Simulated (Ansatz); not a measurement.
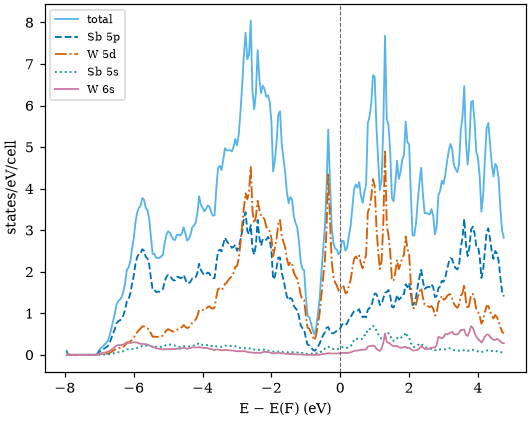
Figure. Total and projected density of states of Sb$_{2}$W in space group C2/m (No. 12; W on 4i, Sb on 4i, Sb on 4i), DFT-PBE in the program Ansatz with PAW potentials

Q: Which orbitals carry the states next to the Fermi level?

A: Within 0.5 eV of the Fermi level: W 5d 66 %, Sb 5p 23 %, Sb 5s 6 %. Projections are on Löwdin-orthogonalised atomic valence shells; empty p or d shells of many metals are not among them.

Q: Where is the tallest occupied peak in this window, and what makes it?

A: Near -2.6 eV, about 8.0 states/eV per cell; the largest projected share is W 5d.

The start of the workflow was typed in or built on a structure type; neither database checked (COD, Materials Project) lists it. Its standing as an ambient phase is unchecked. The PBE relaxation kept the symmetry of its start; its stability against distortions is not shown here. No spin polarisation was allowed. The volume moved by -20 % from the start of the relaxation. Its formation energy is positive at this level, so the cell may be metastable or incomplete. Scalar-relativistic: spin–orbit coupling is off unless named, which matters more the heavier the elements.

Potentials: the earlier of the program's two PAW sets.
